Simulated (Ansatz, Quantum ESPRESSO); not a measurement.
# Al: work function by face, part 3 of 6

Aim: the work function of the low-index faces of Al, their order, and how far the functional matters.

Quantum ESPRESSO 7.5; plane-wave DFT, PBE, GBRV ultrasoft pseudopotentials; geometry and cross-check by Ansatz 0.2.0 with PAW datasets.

So far. Step 2 (Geometry from Ansatz of (111)):  Held were the atoms numbered 3; the forces quoted are those on the free ones. Step 6 (Potential by pp.x of (111)): On (111) the work function under LDA lies +0.17 eV from PBE's.

**7. Relaxation with Ansatz of (100)**

Level of this step: plane-wave DFT, PBE, Ansatz PAW (Ansatz 0.2.0).

The input, input.yaml:

```yaml
crystal:
  lattice:
    - [2.8637824638, 0.0, 0.0]
    - [0.0, 2.8637824638, 0.0]
    - [0.0, 0.0, 24.1]
  atoms:
    - { symbol: Al, position: [0.0, 0.0, 0.3319502075] }
    - { symbol: Al, position: [0.5, 0.5, 0.4159751037] }
    - { symbol: Al, position: [0.0, 0.0, 0.5] }
    - { symbol: Al, position: [0.5, 0.5, 0.5840248963] }
    - { symbol: Al, position: [0.0, 0.0, 0.6680497925] }
kpoints:
  mp_grid: { grid: [10, 10, 1] }
hamiltonian:
  xc: pbe
scf:
  occupations: { method: fermi_dirac, width: 0.1 }
  convergence: { dr2_threshold: 1.0e-08 }
efield:
  axis: 3
  dipole_correction: true
  ramp_position: 0.97
  ramp_width: 0.04
relax:
  f_tol: 0.01
  constraints: [{ sites: [2] }]
output:
  write_potential: true
  write_density: true
  volumetric_format: npy
```

Launch:

```console
$ ansatz run input.yaml --threads 2 --pin off --max-ram 4096MiB --backend cpu --events-out ev --progress --plain --runs-dir out
```

Numbers of over 12 decimals in the logs are rounded to 6 here.

The program printed:

```text
[...]
Crystal: 5 atoms, lattice volume = 197.650 Å³
Basis set: ecut = 420 eV, 3877 PW (Γ), exchange–correlation on 40×40×324 points (8 copies of the dense FFT grid, shifted against one another)
Bands: 13, of which v1, the nominal top of the filled ones, is band 8 counted from 1 (7 counted from 0)
Symmetry: 8 space group operations
k-points: 21 of 100
[...]
SCF iter   1: F=—  HF=-2686.570259 eV  |F-HF|=—  |Δ(HF+E_count)|=         —  Δρ=1.27e-3  dr2=3.68e-2  ethr=1.77e-3  p=-0.000 e·Å  D=-2.22e-4 V/Å  ΔV_dip=0.01 eV  dr2_dipole=1.17e-5  V_vac-E_F(+/−)=4.09/4.09 eV  ⟨swp⟩=8.3  Hψ=2195  notcnv=0
[...]
SCF iter   7: F=-2686.568257 eV  HF=-2686.568257 eV  |F-HF|=1.31e-10  |Δ(HF+E_count)|=   1.34e-8  Δρ=2.06e-7  dr2=2.35e-10  ethr=6.67e-11  p=0.000 e·Å  D=1.66e-7 V/Å  ΔV_dip=-0.00 eV  dr2_dipole=4.28e-16  V_vac-E_F(+/−)=4.28/4.28 eV  ⟨swp⟩=9.1  Hψ=1686  notcnv=0
SCF 1 converged in 7 iterations: F = -2686.568257 eV  dr2 = 2.35e-10
[...]
relax step   1: F+E_penalty+E_count = -2686.56825672 eV  Δ(F+E_penalty+E_count) = +0.000e0 eV  max|allowed force component| = 1.042e-1 eV/Å  Δτ_max = 0.0000 Å  (7 SCF iters, accepted)
[...]
SCF iter   6: F=-2686.582018 eV  HF=-2686.582018 eV  |F-HF|=1.42e-8  |Δ(HF+E_count)|=   2.97e-7  Δρ=9.82e-7  dr2=3.77e-9  ethr=6.67e-11  p=-0.000 e·Å  D=-1.99e-7 V/Å  ΔV_dip=0.00 eV  dr2_dipole=9.60e-17  V_vac-E_F(+/−)=4.22/4.22 eV  ⟨swp⟩=8.3  Hψ=2002  notcnv=0
SCF 2 converged in 6 iterations: F = -2686.582018 eV  dr2 = 3.77e-9
[...]
relax step   2: F+E_penalty+E_count = -2686.58201775 eV  Δ(F+E_penalty+E_count) = -1.376e-2 eV  max|allowed force component| = 4.577e-2 eV/Å  Δτ_max = 0.1265 Å  (6 SCF iters, accepted)
SCF iter   1: F=—  HF=-2686.583999 eV  |F-HF|=—  |Δ(HF+E_count)|=         —  Δρ=6.35e-4  dr2=1.13e-2  ethr=9.94e-4  p=-0.000 e·Å  D=-2.20e-7 V/Å  ΔV_dip=0.00 eV  dr2_dipole=4.22e-12  V_vac-E_F(+/−)=4.24/4.24 eV  ⟨swp⟩=3.4  Hψ=885  notcnv=0  defer=5
[...]
SCF iter   6: F=-2686.583350 eV  HF=-2686.583350 eV  |F-HF|=2.46e-9  |Δ(HF+E_count)|=   6.48e-9  Δρ=4.97e-7  dr2=9.89e-10  ethr=6.67e-11  p=-0.000 e·Å  D=-1.13e-8 V/Å  ΔV_dip=0.00 eV  dr2_dipole=1.00e-14  V_vac-E_F(+/−)=4.24/4.24 eV  ⟨swp⟩=9.3  Hψ=1666  notcnv=0
SCF 3 converged in 6 iterations: F = -2686.583350 eV  dr2 = 9.89e-10
[...]
relax step   3: F+E_penalty+E_count = -2686.58335039 eV  Δ(F+E_penalty+E_count) = -1.333e-3 eV  max|allowed force component| = 1.034e-2 eV/Å  Δτ_max = 0.0341 Å  (6 SCF iters, accepted)
SCF iter   1: F=—  HF=-2686.583096 eV  |F-HF|=—  |Δ(HF+E_count)|=         —  Δρ=1.04e-4  dr2=3.69e-4  ethr=1.54e-5  p=-0.000 e·Å  D=-8.42e-9 V/Å  ΔV_dip=0.00 eV  dr2_dipole=6.71e-14  V_vac-E_F(+/−)=4.24/4.24 eV  ⟨swp⟩=2.1  Hψ=835  notcnv=0  defer=5
[...]
SCF iter   4: F=-2686.583401 eV  HF=-2686.583401 eV  |F-HF|=7.54e-9  |Δ(HF+E_count)|=   2.14e-7  Δρ=8.75e-7  dr2=2.27e-9  ethr=6.67e-11  p=-0.000 e·Å  D=-2.99e-8 V/Å  ΔV_dip=0.00 eV  dr2_dipole=1.73e-14  V_vac-E_F(+/−)=4.24/4.24 eV  ⟨swp⟩=8.6  Hψ=1906  notcnv=0
SCF 4 converged in 4 iterations: F = -2686.583401 eV  dr2 = 2.27e-9
relax step   4: F+E_penalty+E_count = -2686.58340073 eV  Δ(F+E_penalty+E_count) = -5.035e-5 eV  max|allowed force component| = 5.824e-4 eV/Å  Δτ_max = 0.0040 Å  (4 SCF iters, accepted)
NSCF: frozen V_eff on 21 k-points
[...]
WARN: The input density's exchange-correlation potential varies sharply where the density is thin. Do not read a vacuum level from v_tot or v_xc, or from such a field of the output density. On a cell that repeats whose density bears no net charge and no dipole along the vacuum's axis use v_es (v_loc + v_h of the components); under efield.dipole_correction with no amplitude use v_es + v_field, which holds any external [...]
SCF converged after 4 iterations
Free energy (F): -2686.583401 eV
[...]
Internal energy: -2686.507779 eV  (E = F + TS)
E sigma→0 (E₀):  -2686.545590 eV
Entropy (-TS):   -0.075622 eV (-15.124 meV/atom)
Fermi energy:    0.947860 eV
Dipole field:    D = 0.000000 V/Å  (p = 0.000000 e·Å, saw-weighted, corrected)
Work function:   Φ+ = 4.2377 eV   Φ− = 4.2377 eV
[...]
--- Forces (eV/Å), atoms counted from 1 ---
  atom   1  Al     0.00000000     0.00000000    -0.00058238
  atom   2  Al     0.00000000     0.00000000    -0.00021551
  atom   3  Al     0.00000000     0.00000000     0.00000010
  atom   4  Al    -0.00000000     0.00000000     0.00021560
  atom   5  Al    -0.00000000     0.00000000     0.00058216
  max |Σ_I F_I| component: 3.55e-8 eV/Å
--- Band table (eV; the first three rows and the last of 21) ---
  k-point 0: bands = [... 4 lower, -3.1679, -1.2951, 1.6663, 3.8349, 4.7994, 5.7753, 5.9044, 6.5491, ... 1 higher]
  k-point 1: bands = [... 4 lower, -2.9926, -1.1277, 1.8316, 3.9960, 4.0656, 4.8652, 4.9809, 5.9595, ... 1 higher]
  k-point 2: bands = [... 4 lower, -2.4691, -0.6272, 1.3017, 2.1341, 2.3719, 3.5032, 4.5351, 5.3339, ... 1 higher]
  k-point 20: bands = [... 4 lower, -0.3215, -0.2252, 0.4113, 0.5353, 0.5353, 0.8044, 1.9049, 2.1258, ... 1 higher]
--- Relaxed structure (4 steps of the walk, 4 accepted, 0 SCFs on fresh bases) ---
  F+E_penalty+E_count = -2686.58340073 eV   max|allowed force component| = 5.824e-4 eV/Å
  atoms:
    - { symbol: Al, position: [0, 0.0, 0.327955] }
    - { symbol: Al, position: [0.500000, 0.500000, 0.413244] }
    - { symbol: Al, position: [0.0, 0.0, 0.500000] }
    - { symbol: Al, position: [0.500000, 0.500000, 0.586756] }
    - { symbol: Al, position: [0, 0.0, 0.672045] }
```

The job ended after 10 s (2 threads of Arm Neoverse V2, shared host; peak memory 0.36 GiB).

The steps of the relaxation:

| step | energy less that of the first step (eV) | largest force component (eV/Å) |
| --- | --- | --- |
| 1 | 0.0000 | 0.1042 |
| 2 | -0.0138 | 0.0458 |
| 3 | -0.0151 | 0.0103 |
| 4 | -0.0151 | 0.0006 |

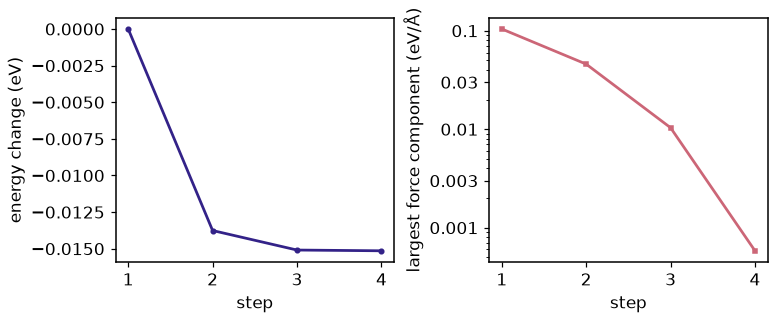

Energy and largest force along the relaxation.

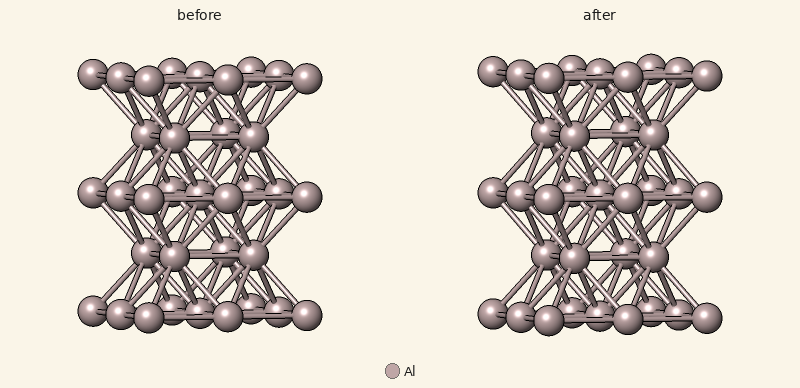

Before and after, at one scale.

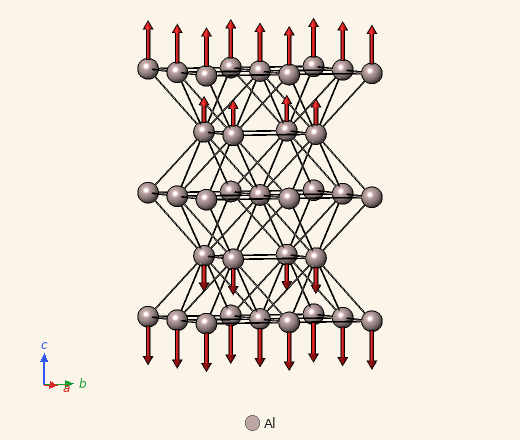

Displacements in the relaxation, exaggerated; the longest in the cell stands for 0.10 Å. 2×2×1 cells are drawn. Some periodic images of atoms are drawn too.

The atoms that moved most (Å):

| atom | dx | dy | dz | length |
| --- | --- | --- | --- | --- |
| Al5 | 0.000 | 0.000 | 0.096 | 0.096 |
| Al1 | 0.000 | 0.000 | -0.096 | 0.096 |
| Al4 | 0.000 | 0.000 | 0.066 | 0.066 |
| Al2 | 0.000 | 0.000 | -0.066 | 0.066 |

Final coordinates:

```cif
data_structure
_symmetry_space_group_name_H-M 'P 1'
_symmetry_Int_Tables_number 1
_cell_length_a 2.8638
_cell_length_b 2.8638
_cell_length_c 24.1000
_cell_angle_alpha 90.000
_cell_angle_beta 90.000
_cell_angle_gamma 90.000
_cell_volume 197.65
loop_
_atom_site_label
_atom_site_type_symbol
_atom_site_fract_x
_atom_site_fract_y
_atom_site_fract_z
_atom_site_occupancy
Al1 Al 0.00000 0.00000 0.32796 1
Al2 Al 0.50000 0.50000 0.41324 1
Al3 Al 0.00000 0.00000 0.50000 1
Al4 Al 0.50000 0.50000 0.58676 1
Al5 Al 0.00000 0.00000 0.67204 1
```

The relaxation lowers the energy by 3 meV an atom. Held were the atoms numbered 3; the forces quoted are those on the free ones.

Numbers from this step:

| Property | Result |
| --- | --- |
| free energy | -2686.5834 eV |
| energy at zero smearing | -2686.5456 eV |
| smearing term TS | 0.07562 eV |
| Fermi energy | 0.9479 eV |
| symmetry operations | 8 |
| work function of the upper face | 4.238 eV |
| work function of the lower face | 4.238 eV |
| dipole along the normal | 1.61e-7 e·Å |

**8. Self-consistent run of (100), PBE**

Level of this step: plane-wave DFT, PBE, GBRV ultrasoft pseudopotentials (Quantum ESPRESSO 7.5).

The input, 100.pbe.in:

```
&control
  prefix = '100.pbe'
  outdir = './out'
  pseudo_dir = './pseudo'
  calculation = 'scf'
  tprnfor = .true.
/
&system
  ibrav = 0
  nat = 5
  ntyp = 1
  ecutwfc = 40
  ecutrho = 200
  occupations = 'smearing'
  smearing = 'mv'
  degauss = 0.02
/
&electrons
  conv_thr = 1e-07
  mixing_beta = 0.4
  electron_maxstep = 120
  mixing_mode = 'local-TF'
/
ATOMIC_SPECIES
  Al  26.9815  al_pbe_v1.uspp.F.UPF
CELL_PARAMETERS angstrom
  2.86378246380000 0.00000000000000 0.00000000000000
  0.00000000000000 2.86378246380000 0.00000000000000
  0.00000000000000 0.00000000000000 24.10000000000000
ATOMIC_POSITIONS crystal
  Al  -0.000000000000 0.000000000000 0.327955494577
  Al  0.500000000000 0.500000000000 0.413243863293
  Al  0.000000000000 0.000000000000 0.500000000000
  Al  0.500000000000 0.500000000000 0.586756137698
  Al  -0.000000000000 0.000000000000 0.672044509135
K_POINTS automatic
  10 10 1 0 0 0
```

Launch:

```console
$ OMP_NUM_THREADS=1 mpirun -n 2 pw.x -nk 2 -in 100.pbe.in > 100.pbe.out
```

The program printed:

```text
[banner, memory and clock lines left out]
Program PWSCF v.7.5 starts
[citation notice left out]

[...]
Message from routine setup:
[...]
bravais-lattice index     =            0
     lattice parameter (alat)  =       5.4118  a.u.
     unit-cell volume          =    1333.8092 (a.u.)^3
     number of atoms/cell      =            5
     number of atomic types    =            1
     number of electrons       =        15.00
     number of Kohn-Sham states=           12
     kinetic-energy cutoff     =      40.0000  Ry
     charge density cutoff     =     200.0000  Ry
     scf convergence threshold =      1.0E-07
     mixing beta               =       0.4000
     number of iterations used =            8  local-TF  mixing
     Exchange-correlation= SLA  PW   PBE  PBE
                           (   1   4   3   4   0   0   0)

[...]
PseudoPot. # 1 for Al read from file:
     ./pseudo/al_pbe_v1.uspp.F.UPF
     Pseudo is Ultrasoft + core correction, Zval =  3.0
     Generated by new atomic code, or converted to UPF format
     Using radial grid of  893 points,  3 beta functions with:
                l(1) =   0
                l(2) =   1
                l(3) =   2
     Q(r) pseudized with  8 coefficients,  rinner =    0.900   0.900   0.900
                                                       0.900   0.900

     atomic species   valence    mass     pseudopotential
     Al                3.00    26.98150     Al( 1.00)

     16 Sym. Ops., with inversion, found

[...]
number of k points=    21  Marzari-Vanderbilt smearing, width (Ry)=  0.0200
[...]
Dense  grid:    63653 G-vectors     FFT dimensions: (  25,  25, 216)

     Smooth grid:    45579 G-vectors     FFT dimensions: (  24,  24, 192)

     Initial potential from superposition of free atoms

     starting charge      14.9877, renormalised to      15.0000

     negative rho (up, down):  1.515E-04 0.000E+00
     Starting wfcs are   20 randomized atomic wfcs

     per-process dynamical memory:    48.9 Mb

     Self-consistent Calculation

     iteration #  1     ecut=    40.00 Ry     beta= 0.40
     Davidson diagonalization with overlap
     ethr =  1.00E-02,  avg # of iterations =  3.0

     negative rho (up, down):  3.661E-06 0.000E+00

     total energy              =     -33.48596501 Ry
     estimated scf accuracy    <       0.28682982 Ry

     iteration #  2     ecut=    40.00 Ry     beta= 0.40
[...]
negative rho (up, down):  3.289E-05 0.000E+00

[...]
total energy              =     -33.45598059 Ry
     estimated scf accuracy    <       0.16735105 Ry

     iteration #  3     ecut=    40.00 Ry     beta= 0.40
[...]
total energy              =     -33.46981797 Ry
     estimated scf accuracy    <       0.00906560 Ry

     iteration #  4     ecut=    40.00 Ry     beta= 0.40
[...]
negative rho (up, down):  3.100E-04 0.000E+00

[...]
total energy              =     -33.46858704 Ry
     estimated scf accuracy    <       0.00838520 Ry

     iteration #  5     ecut=    40.00 Ry     beta= 0.40
[...]
negative rho (up, down):  2.492E-04 0.000E+00

[...]
total energy              =     -33.46913170 Ry
     estimated scf accuracy    <       0.00388274 Ry

     iteration #  6     ecut=    40.00 Ry     beta= 0.40
[...]
negative rho (up, down):  1.104E-05 0.000E+00

[...]
total energy              =     -33.46844579 Ry
     estimated scf accuracy    <       0.00265035 Ry

[...]
iteration # 11     ecut=    40.00 Ry     beta= 0.40
[...]
negative rho (up, down):  2.333E-04 0.000E+00

[...]
total energy              =     -33.46865036 Ry
     estimated scf accuracy    <       0.00000509 Ry

     iteration # 12     ecut=    40.00 Ry     beta= 0.40
[...]
negative rho (up, down):  2.197E-04 0.000E+00

[...]
total energy              =     -33.46864992 Ry
     estimated scf accuracy    <       0.00000206 Ry

     iteration # 13     ecut=    40.00 Ry     beta= 0.40
[...]
negative rho (up, down):  1.865E-04 0.000E+00

[...]
total energy              =     -33.46865026 Ry
     estimated scf accuracy    <       0.00000096 Ry

     iteration # 14     ecut=    40.00 Ry     beta= 0.40
[...]
negative rho (up, down):  1.865E-04 0.000E+00

[...]
End of self-consistent calculation

          k = 0.0000 0.0000 0.0000 (  5779 PWs)   bands (ev):

    -9.8115  -8.9318  -7.5002  -5.5656  -3.1906  -1.3289   1.6563   3.8306
     4.7584   5.7606   5.7962   6.8222

          k = 0.0000 0.1000 0.0000 (  5737 PWs)   bands (ev):

    -9.6312  -8.7524  -7.3220  -5.3891  -3.0154  -1.1599   1.8218   3.9932
     4.0527   4.8580   4.9400   5.9731

[...]
the Fermi energy is     0.9497 ev

!    total energy              =     -33.46865030 Ry
     estimated scf accuracy    <       0.00000003 Ry
     smearing contrib. (-TS)   =      -0.00148640 Ry
     internal energy E=F+TS    =     -33.46716390 Ry

     The total energy is F=E-TS. E is the sum of the following terms:
     one-electron contribution =    -223.12286584 Ry
     hartree contribution      =     115.17262296 Ry
     xc contribution           =     -21.18586003 Ry
     ewald contribution        =      95.66893901 Ry

     convergence has been achieved in  14 iterations

     negative rho (up, down):  1.865E-04 0.000E+00

     Forces acting on atoms (cartesian axes, Ry/au):

     atom    1 type  1   force =     0.00000000    0.00000000   -0.00018596
     atom    2 type  1   force =     0.00000000    0.00000000   -0.00025541
     atom    3 type  1   force =     0.00000000    0.00000000    0.00000000
     atom    4 type  1   force =     0.00000000    0.00000000    0.00025541
     atom    5 type  1   force =     0.00000000    0.00000000    0.00018596

     Total force =     0.000447     Total SCF correction =     0.000273
     SCF correction compared to forces is large: reduce conv_thr to get better values

[...]
```

The job ended after 18 s (2 MPI ranks; peak memory 0.23 GiB; 37 s of CPU time).

Numbers from this step:

```
free energy  : -455.3642 eV
Fermi energy : 0.9497 eV
```

**9. Potential by pp.x of (100)**

The input, 100.pbe.pot.in:

```
&inputpp
  prefix = '100.pbe'
  outdir = './out'
  filplot = '100.pbe.pot.dat'
  plot_num = 11
/
```

Launch:

```console
$ OMP_NUM_THREADS=1 mpirun -n 2 pp.x -in 100.pbe.pot.in > 100.pbe.pot.out
```

The program printed:

```text
[banner, memory and clock lines left out]
Program POST-PROC v.7.5 starts
[citation notice left out]

[...]
./out/100.pbe.save/

[...]
negative rho (up, down):  1.865E-04 0.000E+00

     Calling punch_plot, plot_num =  11
     Writing data to file  100.pbe.pot.dat
     Message from routine chdens:
     namelist plot not found or invalid, exiting
```

It took 0.75 s on 2 MPI ranks; peak memory 0.11 GiB.

Read from the output:

| Quantity | Value |
| --- | --- |
| work function of the upper face | 4.223 eV |
| slope of the potential above | 1.96e-4 eV/Å |
| upper vacuum line continued to the top atoms, over the Fermi level | 4.222 eV |
| work function of the lower face | 4.223 eV |
| slope of the potential below | -1.34e-4 eV/Å |
| lower vacuum line continued to the bottom atoms, over the Fermi level | 4.223 eV |

The potential energy, planar mean oscillates, so the rows of the table below give means over windows of 2.12 Å about each position, cut where the curve ends. Its maxima inside the range that stand out by 2 % of the span (Å: eV): 8.9: -1.85, 11.0: -1.68, 13.1: -1.68, 15.2: -1.85. Its minima: 7.9: -11.9, 9.9: -12.1, 12.1: -12.2, 14.2: -12.1, 16.2: -11.9.

Electrostatic potential energy of an electron; zero at the Fermi level. The potential energy, planar mean by z; means over each step:

| z (Å) | potential energy, planar mean (eV) |
| --- | --- |
| 1.06 | 4.22 |
| 3.18 | 4.22 |
| 5.30 | 4.04 |
| 7.42 | -4.87 |
| 9.54 | -6.65 |
| 11.66 | -6.60 |
| 13.78 | -6.55 |
| 15.90 | -6.40 |
| 18.02 | 2.97 |
| 20.14 | 4.22 |
| 22.26 | 4.22 |

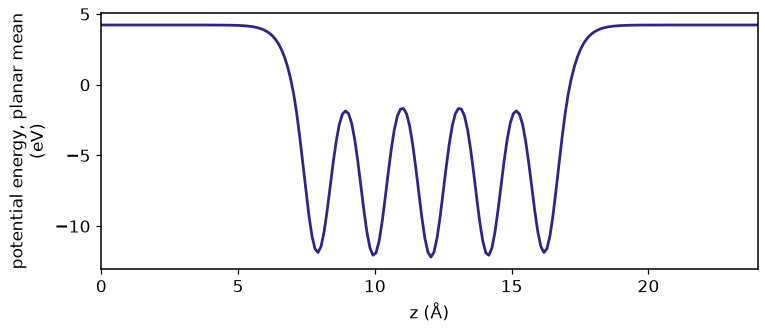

Potential energy, planar mean, plotted against z.

**10. Ground state of (100), LDA**

Level of this step: plane-wave DFT, LDA, GBRV ultrasoft pseudopotentials (Quantum ESPRESSO 7.5).

100.lda.in, as its differences from the input of step 8:

```diff
@@ -1,3 +1,3 @@
 &control
-  prefix = '100.pbe'
+  prefix = '100.lda'
   outdir = './out'
@@ -24,3 +24,3 @@
 ATOMIC_SPECIES
-  Al  26.9815  al_pbe_v1.uspp.F.UPF
+  Al  26.9815  al_lda_v1.uspp.F.UPF
 CELL_PARAMETERS angstrom
```

Launch:

```console
$ OMP_NUM_THREADS=1 mpirun -n 2 pw.x -nk 2 -in 100.lda.in > 100.lda.out
```

The program printed:

```text
[banner, memory and clock lines left out]
Program PWSCF v.7.5 starts
[...]
Message from routine setup:
[...]
number of electrons       =        15.00
     number of Kohn-Sham states=           12
     kinetic-energy cutoff     =      40.0000  Ry
     charge density cutoff     =     200.0000  Ry
[...]
number of k points=    21  Marzari-Vanderbilt smearing, width (Ry)=  0.0200
[...]
Dense  grid:    63653 G-vectors     FFT dimensions: (  25,  25, 216)
[...]
negative rho (up, down):  1.606E-04 0.000E+00
     Starting wfcs are   20 randomized atomic wfcs
[...]
negative rho (up, down):  6.085E-06 0.000E+00
[...]
estimated scf accuracy    <       0.29260443 Ry
[...]
negative rho (up, down):  6.233E-05 0.000E+00
[...]
estimated scf accuracy    <       0.17013161 Ry
[...]
estimated scf accuracy    <       0.00930189 Ry
[...]
negative rho (up, down):  3.279E-04 0.000E+00
[...]
estimated scf accuracy    <       0.00874365 Ry
[...]
negative rho (up, down):  2.494E-04 0.000E+00
[...]
estimated scf accuracy    <       0.00354021 Ry
[...]
negative rho (up, down):  3.569E-06 0.000E+00
[...]
estimated scf accuracy    <       0.00232829 Ry
[...]
negative rho (up, down):  2.585E-04 0.000E+00
[...]
estimated scf accuracy    <       0.00100089 Ry
[...]
negative rho (up, down):  4.746E-03 0.000E+00
[...]
estimated scf accuracy    <       0.00131632 Ry
[...]
negative rho (up, down):  2.521E-03 0.000E+00
[...]
estimated scf accuracy    <       0.00005092 Ry
[...]
negative rho (up, down):  3.514E-04 0.000E+00
[...]
estimated scf accuracy    <       0.00005535 Ry
[...]
negative rho (up, down):  1.894E-04 0.000E+00
[...]
estimated scf accuracy    <       0.00000099 Ry
[...]
negative rho (up, down):  2.026E-04 0.000E+00
[...]
estimated scf accuracy    <       0.00000032 Ry
[...]
negative rho (up, down):  2.054E-04 0.000E+00
[...]
the Fermi energy is     0.7697 ev
!    total energy              =     -33.13332436 Ry
     estimated scf accuracy    <       0.00000009 Ry
     smearing contrib. (-TS)   =      -0.00147726 Ry
     internal energy E=F+TS    =     -33.13184710 Ry
[...]
one-electron contribution =    -223.16878457 Ry
     hartree contribution      =     115.21567418 Ry
     xc contribution           =     -20.84767572 Ry
     ewald contribution        =      95.66893901 Ry
     convergence has been achieved in  13 iterations
     negative rho (up, down):  2.054E-04 0.000E+00
[...]
Total force =     0.008854     Total SCF correction =     0.000473
[...]
```

The job ended after 17 s (2 MPI ranks; peak memory 0.23 GiB; 34 s of CPU time).

Numbers from this step:

* free energy: -450.8018 eV
* Fermi energy: 0.7697 eV

**11. Potential by pp.x of (100)**

The input, 100.lda.pot.in:

```
&inputpp
  prefix = '100.lda'
  outdir = './out'
  filplot = '100.lda.pot.dat'
  plot_num = 11
/
```

Launch:

```console
$ OMP_NUM_THREADS=1 mpirun -n 2 pp.x -in 100.lda.pot.in > 100.lda.pot.out
```

It took 0.73 s on 2 MPI ranks; peak memory 0.11 GiB.

Numbers from this step:

```
work function of the upper face                                       : 4.377 eV
slope of the potential above                                          : 1.72e-4 eV/Å
upper vacuum line continued to the top atoms, over the Fermi level    : 4.376 eV
work function of the lower face                                       : 4.377 eV
slope of the potential below                                          : -1.21e-4 eV/Å
lower vacuum line continued to the bottom atoms, over the Fermi level : 4.376 eV
```

On (100) the work function under LDA lies +0.15 eV from PBE's.

[end of part 3 of 6]

[Logs are printed without paths, hosts, clocks, repeated set-up lines and the standing remarks that a program may print on its own settings, such as how far it seeks lower states.]

[Hosts, paths, dates, database ids (printed as entryN), source tags and the programs' standing remarks are cut or masked in the printed files.]

[Maps of the electrostatic potential energy from Ansatz leave out the sawtooth potential of an applied field or a dipole correction, so their vacuum need not be flat; planar profiles and work functions include it.]
